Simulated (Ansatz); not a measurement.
**FCI/STO-3G run of BHO2 (oxoborinic acid)**

Aim: the vertical ionisation energy of BHO2 (oxoborinic acid) at FCI/STO-3G, from 2 runs. 

The calculation is run with Ansatz 0.2.0.

60 further runs of the same task are left out: 2 that didn't finish, 58 set aside as unsound or not needed.

## Step 1: The structure to begin with

BHO2 has 4 atoms, charge 0, and is taken as a singlet. As SMILES, `O=BO`. Geometry: relaxed at PBE0-D4/def2-TZVP.

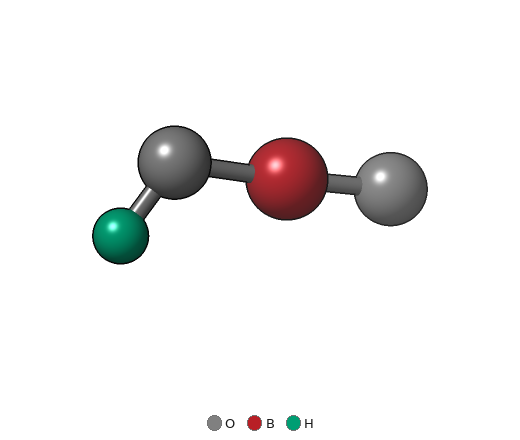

The structure, seen from a chosen angle (oxygen grey, boron red, hydrogen teal).

## Step 2: The energy at FCI/STO-3G

input.yaml reads:

```yaml
crystal:
  periodic: [false, false, false]
  atoms:
    - {symbol: O, position_ang: [-1.555100, 0.523500, 0.428500]}
    - {symbol: B, position_ang: [-0.423900, 0.132000, 0.248600]}
    - {symbol: O, position_ang: [0.816700, -0.302000, 0.108600]}
    - {symbol: H, position_ang: [1.162300, -0.353500, -0.785700]}
basis:
  gaussian:
    orbitals: STO-3G
correlation:
  method: fci
  frozen_orbitals: {B: 1, H: 0, O: 1}
accuracy: high
```

Run with:

```console
$ ansatz run input.yaml --threads 1 --pin off --max-ram 2610MiB --events-out events.jsonl --progress --plain --runs-dir runs
```

Log:

```text
Warning: RAYON_NUM_THREADS=1 ignored (pool sized by the plan → 1); use --threads N
Functional definition: HF
  name "HF"
  exchange = exact_x
  correlation = 0
273 factors; integrals over basis functions are off by at most 3.1e-8 eV
mean field evaluation 1: about -4695.5487 eV, gradient 3.3e1 eV
mean field evaluation 2: about -4695.5886 eV, gradient 3.4e1 eV
mean field evaluation 4: about -4699.4319 eV, gradient 2.5e0 eV
mean field evaluation 8: about -4699.4679 eV, gradient 2.1e-2 eV
mean field -4699.46381050 eV, -172.7021096251 hartree, gradient 1.2e-8 eV, S^2 0.000000; 0 other end points of the search recorded, 0 dependent functions left out
3 core orbitals not correlated: weight in the atoms' cores, before any rotation towards them, 1.000 or more for the frozen orbitals, at most 0.000 for the correlated occupied ones
reference -4699.46381050 eV, -172.7021096251 hartree; 8, 8 occupied and 5, 5 virtual orbitals, 273 factors
state -4704.25490661 eV, -172.8781791593 hartree
Total energy: -4704.25490661 eV, -172.8781791593 hartree
```

It took 8.4 s on 1 thread of Arm Neoverse V1, shared host; peak memory 0.18 GiB.

## Step 3: The doublet cation at the same level

molecule.yaml reads:

```yaml
crystal:
  periodic: [false, false, false]
  atoms:
    - symbol: O
      position_ang: [-1.555100, 0.523500, 0.428500]
    - symbol: B
      position_ang: [-0.423900, 0.132000, 0.248600]
    - symbol: O
      position_ang: [0.816700, -0.302000, 0.108600]
    - symbol: H
      position_ang: [1.162300, -0.353500, -0.785700]
basis:
  gaussian: {orbitals: STO-3G}
magnetization: {spin_polarized: true, initial_magnetization: 1}
total_charge: 1
accuracy: high
correlation: {method: fci, frozen_orbitals: {B: 1, H: 0, O: 1}}
```

Run with:

```console
$ ansatz run molecule.yaml --threads 1 --pin off --max-ram 2610MiB --events-out events.jsonl --progress --plain --runs-dir runs
```

Log:

```text
Warning: RAYON_NUM_THREADS=1 ignored (pool sized by the plan → 1); use --threads N
[... 4 set-up lines as earlier in the session ...]
273 factors; integrals over basis functions are off by at most 3.1e-8 eV
mean field evaluation 1: about -4686.9357 eV, gradient 2.3e1 eV
mean field evaluation 2: about -4686.9620 eV, gradient 2.3e1 eV
mean field evaluation 4: about -4691.2804 eV, gradient 3.4e0 eV
mean field evaluation 8: about -4691.5488 eV, gradient 2.4e-1 eV
mean field evaluation 16: about -4691.5536 eV, gradient 2.6e-7 eV
mean field evaluation 32: about -4691.1399 eV, gradient 2.3e0 eV
mean field -4691.55361265 eV, -172.4114152156 hartree, gradient 1.7e-8 eV, S^2 0.837025; 6 other end points of the search recorded, 0 dependent functions left out
3 core orbitals not correlated: weight in the atoms' cores, before any rotation towards them, 1.000 or more for the frozen orbitals, at most 0.000 for the correlated occupied ones
reference -4691.17158369 eV, -172.3973759103 hartree; 8, 7 occupied and 5, 6 virtual orbitals, 273 factors
state -4696.00727434 eV, -172.5750842639 hartree
Total energy: -4696.00727434 eV, -172.5750842639 hartree
```

It took 35 s on 1 thread of Arm Neoverse V1, shared host; peak memory 0.29 GiB.

## Step 4: Summary of results

At FCI/STO-3G, 3 core orbitals frozen:

```
                                                   quantity          value
                                 singlet BHO2: total energy  -172.87818 Eh
  singlet BHO2: correlation energy (3 core orbitals frozen)     -176.1 mEh
                               doublet cation: total energy  -172.57508 Eh
doublet cation: correlation energy (3 core orbitals frozen)     -177.7 mEh
         vertical ionisation energy (to the doublet cation)       8.248 eV
```

Removing an electron at fixed nuclei costs 8.25 eV (796 kJ/mol). In a minimal basis such a difference can be off by several eV, whatever the method.
